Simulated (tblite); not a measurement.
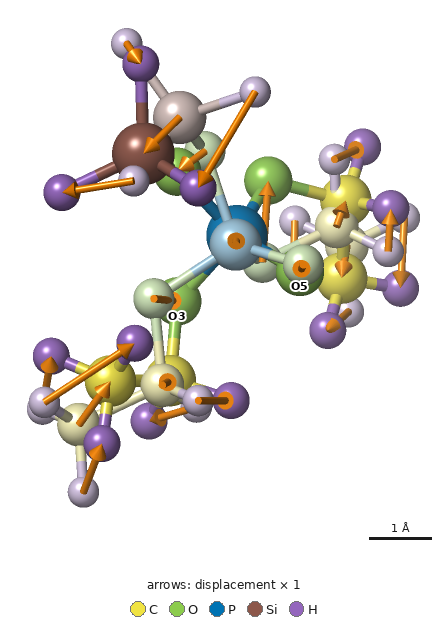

A relaxation of C4H13O4PSi. The starting structure is drawn faded, the final one solid; orange arrows show the displacements, at their true length. The two geometries are superimposed by the best rigid fit.

The picture is a ball-and-stick view, seen from a free direction.

Theory: tblite 0.8.0, GFN2-xTB geometry optimisation, gas phase. 

Describe the change and its energy.

Answer. Over 248 geometry steps the energy falls by 12.1 kcal/mol. The atom that moves furthest after the best rigid fit is an H atom (1.92 Å). By element the largest moves are H 1.92 Å, O 1.33 Å, C 0.95 Å, Si 0.91 Å, P 0.42 Å. Some distances before and after: P–Si 2.672 → 2.973 Å, O–P 1.515 → 1.462 Å, H–Si 1.494 → 1.461 Å, O–P 1.614 → 1.585 Å. Bond angles that change, for instance: P–O–Si 111.1° → 136.2°, O–Si–H 109.1° → 100.9°, H–Si–H 107.5° → 113.4°. Groups turn about C–O by about 110°, C–O by about 100°, O–P by about 80°.
